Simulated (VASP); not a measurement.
```xyz
8
Lattice="5.4906 0.0000 0.0000 0.0000 5.4906 0.0000 0.0000 0.0000 5.4906" Properties=species:S:1:pos:R:3 pbc="T T T"
Nb    0.0000    0.0000    0.0000
Nb    2.7453    2.7453    0.0000
Nb    2.7453    0.0000    2.7453
Nb    0.0000    2.7453    2.7453
Br    2.7453    0.0000    0.0000
Br    0.0000    2.7453    0.0000
Br    0.0000    0.0000    2.7453
Br    2.7453    2.7453    2.7453
```

Space group Fm-3m; a generated structure, not necessarily the stable one; computed pressure about −4 GPa in this cell.

Method: Kohn-Sham DFT of a periodic cell, r2SCAN, VASP PAW PBE potentials, recommended (VASP 6.6.1).

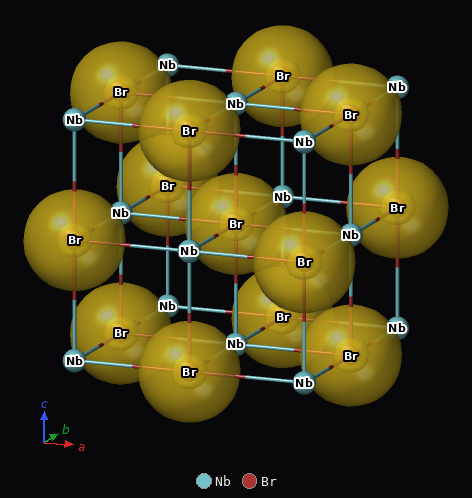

NbBr. Isosurface of the electron localisation function at 0.7 (yellow), seen slightly off an axis. Only the valence region is drawn (cores and ρ < 0.01 e/Å³ removed). Sticks mark near contacts.

Core electrons are frozen (PAW), and the valence fields are smoothed inside the atomic spheres.

Where are the electrons localised?

Answer. At this value the surface marks out four regions wrapped around Br (the valence shell of each), counted in one cell of 8 atoms. Any copies at cell faces, edges or corners count once. Along the contacts the grid gives the following. Nb–Br (2.75 Å): the ELF is about 0.25 at the midpoint: no localised pair shows between them.
